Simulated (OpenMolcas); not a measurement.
# GeSiH3ClO (SMILES [SiH3][O][Ge][Cl]) at 6 levels

Aim: a comparison of 6 runs (HF/cc-pVDZ, B3LYP/6-31G*, BHLYP/cc-pVDZ, M06-L/cc-pVDZ, r2SCAN/cc-pVDZ) of GeSiH3ClO. 

Program for the calculation: OpenMolcas 26.06.

### Step 1. The structure to begin with

GeSiH3ClO: 7 atoms, total charge 0, spin state singlet. SMILES: `[SiH3][O][Ge][Cl]`. The Si1–H5 distance was set to 3.264 Å, away from the relaxed value. At this shape a bond of the SMILES string is far longer than usual.

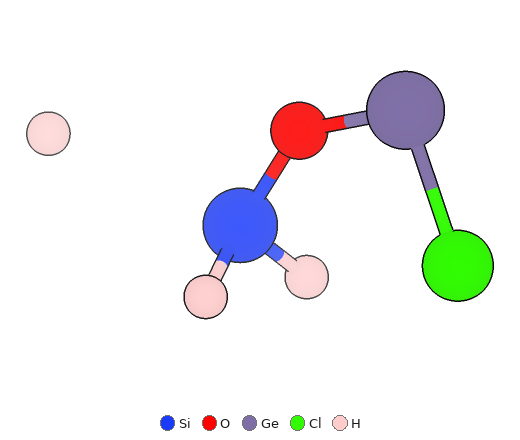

Viewed from a chosen angle; silicon blue, oxygen red, germanium purple, chlorine green, hydrogen pink.

### Step 2. A single-point energy at HF/cc-pVDZ (run 1)

The input, mol.input:

```
* ClGeH3OSi Hartree-Fock
>>> EXPORT MOLCAS_PRINT=2

&GATEWAY
  BasLib = $CurrDir
  Coord
  7
  angstrom
  Si      -0.549401       0.206760       0.942321
  O       -0.299301      -1.416940       1.142721
  Ge      -0.657201      -2.673340       2.333421
  Cl      -1.725601      -1.452540       3.834121
  H        0.795900       1.045400      -1.911300
  H       -2.002701       0.507660       0.913221
  H        0.096899       0.970360       2.038921
  Basis = cc-pVDZ
  Group = NoSym

&SEWARD

&SCF
  Thresholds = 1e-10 1e-07 1e-07 1e-05
  PrOrbitals = 1
```

The basis set cc-pVDZ is read from a file made from the Basis Set Exchange's data (not shown).

Started as:

```bash
export MOLCAS_MEM=1860
pymolcas mol.input > mol.log
```

Standard output:

```text
--- Start Module: gateway ---
[...]
--- Stop Module: gateway /rc=_RC_ALL_IS_WELL_ ---
--- Start Module: seward ---
[...]
      Basis functions           92
--- Stop Module: seward /rc=_RC_ALL_IS_WELL_ ---
[...]
--- Start Module: scf ---
[...]
       Convergence after  15 Iterations
[...]
::    Total SCF energy                              -2900.2914610454
[...]
      Total spin, S                                     0.0000000000
[...]
      Total electronic charge=   74.000000
      Total            charge=   -0.000000
[...]
      Dipole Moment (debye):
      Origin of the operator (angstrom)=   -0.8352   -1.6855    2.2597
                   X= -1.0152E+00               Y= -2.6294E+00               Z=  2.9711E+00           Total=  4.0953E+00
      Quadrupole Moment (debye*angstrom):
[...]
--- Stop Module: scf /rc=_RC_ALL_IS_WELL_ ---
[...]
```

Wall time 6.3 s (1 thread of Intel Xeon 6975P-C (Granite Rapids), shared host); peak memory 0.51 GiB.

### Step 3. A single-point energy at B3LYP/6-31G(d) (spherical functions) (run 2)

The input, coord.xyz:

```xyz
7

Si    -0.549401     0.206760     0.942321
O     -0.299301    -1.416940     1.142721
Ge    -0.657201    -2.673340     2.333421
Cl    -1.725601    -1.452540     3.834121
H      0.795900     1.045400    -1.911300
H     -2.002701     0.507660     0.913221
H      0.096899     0.970360     2.038921
```

The input, mol.input:

```
>>> EXPORT MOLCAS_PRINT=2
&GATEWAY
BasLib
$CurrDir
Coord
coord.xyz
Basis
6-31Gs
Group
NoSym
&SEWARD
GridInput
Grid=UltraFine
End of Grid
&SCF
KSDFT
B3LYP
Thresholds
1e-10 1e-07 1e-07 1e-05
PrOrbitals
0
```

The basis set 6-31G* is read from a file made from the Basis Set Exchange's data (not shown).

Started as:

```bash
export MOLCAS_MEM=1860
pymolcas mol.input > mol.log
```

Standard output:

```text
--- Start Module: gateway ---
[...]
--- Stop Module: gateway /rc=_RC_ALL_IS_WELL_ ---
--- Start Module: seward ---
[...]
      Basis functions           88
--- Stop Module: seward /rc=_RC_ALL_IS_WELL_ ---
[...]
--- Start Module: scf ---
[...]
       Convergence after  18 Iterations
[...]
::    Total KS-DFT energy                           -2903.4167387893
[...]
      Total spin, S                                     0.0000000000
[...]
      Total electronic charge=   74.000000
      Total            charge=   -0.000000
[...]
      Dipole Moment (debye):
      Origin of the operator (angstrom)=   -0.8352   -1.6855    2.2597
                   X= -4.5141E-01               Y= -1.9764E+00               Z=  1.6508E+00           Total=  2.6144E+00
      Quadrupole Moment (debye*angstrom):
[...]
--- Stop Module: scf /rc=_RC_ALL_IS_WELL_ ---
[...]
```

It took 17 s on 1 thread of Intel Xeon 6975P-C (Granite Rapids), shared host; peak memory 0.48 GiB.

Runs 3 to 5 aren't shown in full; the table further down has their settings and results.

### Step 4. A single-point energy at B3LYP/6-31G(d) (Cartesian functions) (run 6)

The input, job.input:

```
&gateway
  baslib = $CurrDir
  coord
  7
  angstrom
  Si      -0.549401       0.206760       0.942321
  O       -0.299301      -1.416940       1.142721
  Ge      -0.657201      -2.673340       2.333421
  Cl      -1.725601      -1.452540       3.834121
  H        0.795900       1.045400      -1.911300
  H       -2.002701       0.507660       0.913221
  H        0.096899       0.970360       2.038921
  basis = 6-31Gs
  group = NoSym

&seward
  gridinput
  Grid=UltraFine
  End of Grid

&scf
  ksdft = B3LYP
  thresholds = 1e-10 1e-07 1e-07 1e-05
  prorbitals = 1
```

The basis set 6-31G* is read from a file made from the Basis Set Exchange's data (not shown).

Started as:

```bash
export MOLCAS_MEM=1860
pymolcas job.input > job.log
```

Standard output:

```text
--- Start Module: gateway ---
[...]
--- Stop Module: gateway /rc=_RC_ALL_IS_WELL_ ---
--- Start Module: seward ---
[...]
      Basis functions           94
--- Stop Module: seward /rc=_RC_ALL_IS_WELL_ ---
[...]
--- Start Module: scf ---
[...]
       Convergence after  18 Iterations
[...]
::    Total KS-DFT energy                           -2903.4286153955
[...]
      Total spin, S                                     0.0000000000
[...]
      Total electronic charge=   74.000000
      Total            charge=   -0.000000
[...]
      Dipole Moment (debye):
      Origin of the operator (angstrom)=   -0.8352   -1.6855    2.2597
                   X= -4.5534E-01               Y= -1.9888E+00               Z=  1.6633E+00           Total=  2.6323E+00
      Quadrupole Moment (debye*angstrom):
[...]
--- Stop Module: scf /rc=_RC_ALL_IS_WELL_ ---
[...]
```

It took 20 s on 1 thread of Intel Xeon 6975P-C (Granite Rapids), shared host; peak memory 0.52 GiB.

### Step 5. Overview of the runs

| run | level | integration grid | Cartesian functions | energy (Eh) | dipole moment (D) | HOMO energy (eV) | LUMO energy (eV) | wall time |
| --- | --- | --- | --- | --- | --- | --- | --- | --- |
| 1 | HF/cc-pVDZ | – | no | -2900.291461 | 4.10 | -7.75 | -0.54 | 6.3 s |
| 2 | B3LYP/6-31G* (spherical functions) | UltraFine | no | -2903.416739 | 2.61 | -6.03 | -3.51 | 17 s |
| 3 | BHLYP/cc-pVDZ | UltraFine | no | -2903.562034 | 3.34 | -6.85 | -2.66 | 18 s |
| 4 | M06-L/cc-pVDZ | UltraFine | no | -2903.567115 | 3.04 | -5.63 | -4.03 | 36 s |
| 5 | r2SCAN/cc-pVDZ | UltraFine | no | -2903.528094 | 2.85 | -5.65 | -4.09 | 42 s |
| 6 | B3LYP/6-31G* (Cartesian functions) | UltraFine | yes | -2903.428615 | 2.63 | -6.03 | -3.51 | 20 s |

### Step 6. Results

```
            quantity           value
 run 6: total energy  -2903.42862 Eh
run 6: dipole moment          2.63 D
  run 6: HOMO energy        -6.03 eV
  run 6: LUMO energy        -3.51 eV
run 6: HOMO–LUMO gap         2.52 eV
```

**Reading.** The dipole moment (its size) runs from 2.61 D (B3LYP/6-31G*) to 4.10 D (HF/cc-pVDZ). The two ends differ in method and basis. The HOMO–LUMO gap runs from 1.56 eV (r2SCAN/cc-pVDZ) to 7.20 eV (HF/cc-pVDZ). Exact exchange widens orbital gaps. Totals of different functionals can't be ranked against each other. In runs 1, 2, 3, 4, 5, 6 a closed-shell determinant meets a far-stretched bond, which it describes badly. All runs together took 2.3 min, the longest 42 s.
